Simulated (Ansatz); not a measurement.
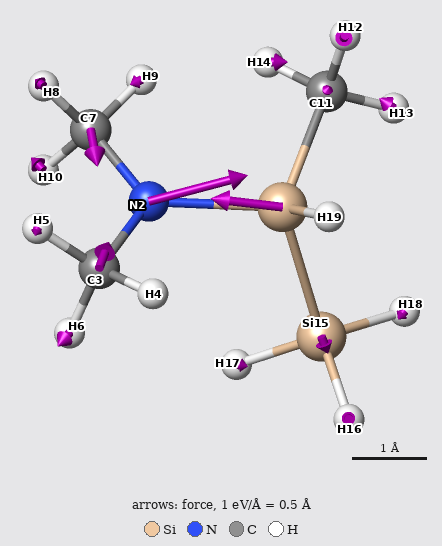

Starting geometry of C3H13NSi2 with the computed forces as purple arrows. The picture is a ball-and-stick view, seen from a free direction.

The run prepares the start of a later molecular dynamics calculation, from a guessed geometry.

The calculation used Ansatz 0.2.0, RKS LDA/STO-3G.

Input
```yaml
crystal:
  periodic: [false, false, false]
  atoms:
    - { symbol: Si, position_ang: [0.0, 0.0, 0.0] }
    - { symbol: "N", position_ang: [0.0, 0.0, 1.82] }
    - { symbol: C, position_ang: [-1.2162, -0.3762, 2.555] }
    - { symbol: H, position_ang: [-1.8642, -0.9999, 1.9045] }
    - { symbol: H, position_ang: [-0.9378, -0.9533, 3.4614] }
    - { symbol: H, position_ang: [-1.7663, 0.5401, 2.8549] }
    - { symbol: C, position_ang: [1.2162, 0.3762, 2.555] }
    - { symbol: H, position_ang: [1.4641, -0.4163, 3.2916] }
    - { symbol: H, position_ang: [2.0585, 0.4943, 1.8418] }
    - { symbol: H, position_ang: [1.0457, 1.3351, 3.0874] }
    - { symbol: C, position_ang: [1.7634, 0.0, -0.6227] }
    - { symbol: H, position_ang: [2.1111, -1.0463, -0.7509] }
    - { symbol: H, position_ang: [1.8119, 0.5276, -1.5981] }
    - { symbol: H, position_ang: [2.4154, 0.5187, 0.1108] }
    - { symbol: Si, position_ang: [-1.0456, 1.8115, -0.7393] }
    - { symbol: H, position_ang: [-2.4302, 1.478, -1.0607] }
    - { symbol: H, position_ang: [-1.0215, 2.8436, 0.2931] }
    - { symbol: H, position_ang: [-0.3743, 2.3069, -1.9374] }
    - { symbol: H, position_ang: [-0.6877, -1.1914, -0.4862] }
basis:
  gaussian: { orbitals: STO-3G }
hamiltonian:
  xc: lda
relax:
  f_tol: 0.02
  max_steps: 40
output:
  orbitals: {}
```

Command:
```bash
ansatz run input.yaml --threads 1 --pin off --max-ram 2048MiB --backend cpu --events-out ev --progress --plain --runs-dir out
```

### Is this structure relaxed? If not, where do the atoms go?

It isn't relaxed: the largest force vector, on N2, is 2.79 eV/Å. The final displacements have little in common with the starting forces (cosine between the two patterns 0.11). The largest move after the best rigid fit is that of H16, 1.14 Å. By element the largest moves are H 1.14 Å, N 0.48 Å, Si 0.33 Å, C 0.30 Å. Near-neighbour distances that change, for instance: Si1–N2 1.820 → 1.779 Å, Si1–Si15 2.218 → 2.257 Å, N2–C3 1.470 → 1.483 Å, C11–H12 1.110 → 1.098 Å. Among the angles between lasting bonds that change: C3–N2–C7 120.0° → 109.6°, Si1–N2–C3 120.0° → 113.4°, Si1–N2–C7 120.0° → 114.0°. Groups turn about Si1–C11 by about 35°, Si1–Si15 by about 35°. The energy falls by 43.0 kJ/mol in 21 geometry steps. The largest force component goes from 2.6 to 0.016 eV/Å. The forces were under the threshold at step 12, but the run went on from there.

Limits of the set-up: STO-3G is a minimal basis, so the numbers are rough.
